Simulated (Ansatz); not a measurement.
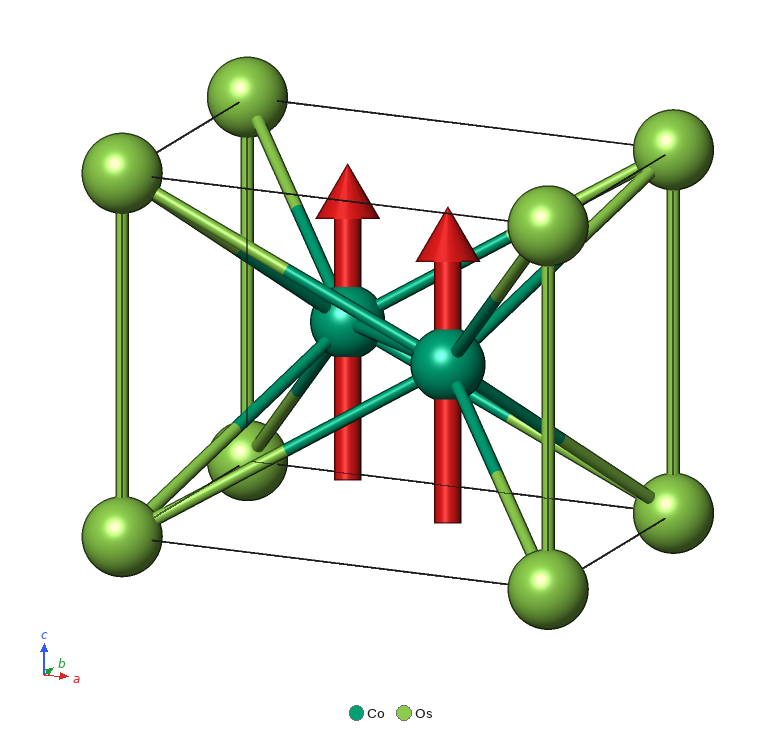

An orthographic ball-and-stick view of the structure, slightly off an axis. Atoms at the boundary of the simulation cell (the box) are drawn once for each face, edge or corner they touch. Arrows are the site magnetic moments above 0.25 μB; longer means larger, and red and blue are up and down (without spin-orbit coupling the axis itself is arbitrary).

This is the state reached for Co$_{2}$Os. Method used: DFT PBE, scalar-relativistic, plane waves, PAW (Ansatz). It ran with a basis cut at 420 eV, a 12×12×18 k-point grid, Gaussian smearing of 0.1 eV, collinear spins.

**What do the arrows say about the order?**

Ferromagnetic (within this cell). Site moments: 2 Co +0.6 μB. The net spin moment of the whole cell is 1.0 μB.

The structure comes from a textbook structure type filled with these elements (whether it is the usual form wasn't checked). What is shown is the relaxed result from DFT PBE, scalar-relativistic, plane waves, PAW in Ansatz 0.2.0.
